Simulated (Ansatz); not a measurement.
# What a change does: single-point calculation on C2H3F2Si

System: C2H3F2Si, multiplicity 2, SMILES [CH]=C[SiH](F)F.
Method of the first run: UKS SPW92/def2-TZVPP (Ansatz 0.2.0).

The geometry comes from this level: PBE0-D4/def2-TZVP. Text and figures count atoms from 1; the logs count them from 0 in places.

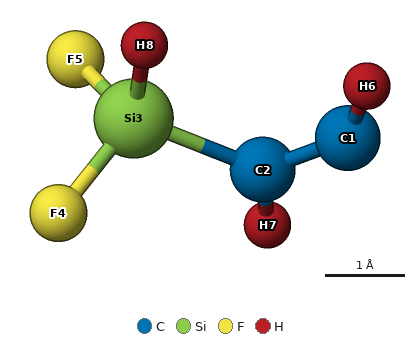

**Figure 1.** The structure (ball-and-stick view, seen at a tilt; atoms are numbered from 1 in the order of the input). Bond lengths as drawn: C–C 1.31 Å, C–H 1.08 to 1.09 Å, C–Si 1.85 Å, F–Si 1.59 Å and H–Si 1.47 Å.

Input, the first run:
```yaml
crystal:
  periodic: [false, false, false]
  atoms:
    - {symbol: C, position_ang: [0.855242, 0.475060, 1.494413]}
    - {symbol: C, position_ang: [0.948744, 0.119839, 0.241936]}
    - {symbol: Si, position_ang: [-0.602361, -0.240749, -0.691934]}
    - {symbol: F, position_ang: [-0.572031, -1.723013, -1.260263]}
    - {symbol: F, position_ang: [-0.719944, 0.713377, -1.955598]}
    - {symbol: H, position_ang: [0.063696, 0.635755, 2.215125]}
    - {symbol: H, position_ang: [1.921463, 0.036923, -0.245897]}
    - {symbol: H, position_ang: [-1.802610, -0.074191, 0.146418]}
basis:
  gaussian: {orbitals: def2-TZVPP}
magnetization: {spin_polarized: true, initial_magnetization: 1}
hamiltonian: {xc: lda}
output: {orbitals: {seedname: orbitals}}
```

Hardware: 4 CPU threads, shared host.

Output (the first run):
```
Functional definition: SPW92
  exchange = slater_x
  correlation = pw_c
1137 factors; their error is unknown
mean field evaluation 1: about -15343.3087 eV, gradient 4.8e1 eV
mean field evaluation 2: about -15327.8274 eV, gradient 7.8e1 eV
mean field evaluation 4: about -15352.5535 eV, gradient 6.4e0 eV
mean field evaluation 8: about -15352.7317 eV, gradient 1.6e-1 eV
mean field evaluation 16: about -15352.7069 eV, gradient 9.8e-4 eV
mean field -15352.70687800 eV, -564.2015713280 hartree, gradient 5.7e-5 eV, S^2 0.755625; 0 other end points of the search recorded, 0 dependent functions left out
reference -15352.70691289 eV, -564.2015726101 hartree; 24, 23 occupied and 184, 185 virtual orbitals, 1137 factors
Total energy: -15352.70691289 eV, -564.2015726101 hartree
```

For the second run the input was changed thus:
```diff
-hamiltonian: {xc: lda}
+correlation: {method: ccsd_t}
+scf: {omitted_lower_state_checks: [cluster_reference]}
```

Predict how the results change.

The total energies belong to different methods, so their difference says nothing on which is more stable or more accurate. The HOMO goes from −5.63 to −10.90 eV. The LUMO goes from −4.09 to 2.34 eV.

Output (the second run):
```
Functional definition: HF
  exchange = exact_x
  correlation = 0
these checks for a lower state are left out or cut short: cluster_reference
1272 factors; integrals over basis functions are off by at most 1.0e-3 eV
mean field evaluation 1: about -15383.9770 eV, gradient 2.9e1 eV
mean field evaluation 2: about -15383.9838 eV, gradient 2.9e1 eV
mean field evaluation 4: about -15387.6550 eV, gradient 3.3e0 eV
mean field evaluation 8: about -15387.8524 eV, gradient 5.2e-1 eV
mean field evaluation 16: about -15387.9019 eV, gradient 2.1e-6 eV
mean field -15387.90191671 eV, -565.4949651444 hartree, gradient 5.6e-6 eV, S^2 0.915896; 0 other end points of the search recorded, 0 dependent functions left out
9 core orbitals not correlated: weight in the atoms' cores, before any rotation towards them, 1.000 or more for the frozen orbitals, at most 0.000 for the correlated occupied ones
reference -15387.90191671 eV, -565.4949651444 hartree; 15, 14 occupied and 184, 185 virtual orbitals, 1272 factors
second order -24.14024006 eV of doubles, -0.00000000 eV of singles
cycle   1  -24.30474583 eV  change   -1.6e-1 eV  update   1.1e-1
cycle   2  -24.89100769 eV  change   -5.9e-1 eV  update   4.4e-2
cycle   3  -25.10114662 eV  change   -2.1e-1 eV  update   3.2e-2
cycle   4  -25.10962844 eV  change   -8.5e-3 eV  update   1.7e-2
cycle   5  -25.11487121 eV  change   -5.2e-3 eV  update   8.3e-3
cycle   6  -25.12161320 eV  change   -6.7e-3 eV  update   2.9e-3
cycle   7  -25.12224106 eV  change   -6.3e-4 eV  update   1.2e-3
cycle   8  -25.12198176 eV  change    2.6e-4 eV  update   5.3e-4
cycle   9  -25.12227340 eV  change   -2.9e-4 eV  update   2.7e-4
cycle  10  -25.12219823 eV  change    7.5e-5 eV  update   1.3e-4
cycle  11  -25.12226235 eV  change   -6.4e-5 eV  update   5.8e-5
cycle  12  -25.12233636 eV  change   -7.4e-5 eV  update   2.1e-5
cycle  13  -25.12234978 eV  change   -1.3e-5 eV  update   8.1e-6
perturbative correction -0.88520502 eV, -0.0325306844 hartree
Total energy: -15413.90947151 eV, -566.4507251548 hartree
Checks for a lower state left out: cluster_reference
```

The two runs side by side:

| quantity | the first run | the second run |
| --- | --- | --- |
| outcome | converged | converged |
| total energy (hartree) | −564.201573 | −566.450725 |
| HOMO (eV) | −5.63 | −10.90 |
| LUMO (eV) | −4.09 | 2.34 |
| ⟨S²⟩ | 0.756 | 0.916 |
| basis functions | 208 | 208 |
| wall time (shared host) | 0.7 s | 10 min |

For the second run: ⟨S²⟩ is 0.92 against 0.75 for a pure state: the solution is spin-contaminated.
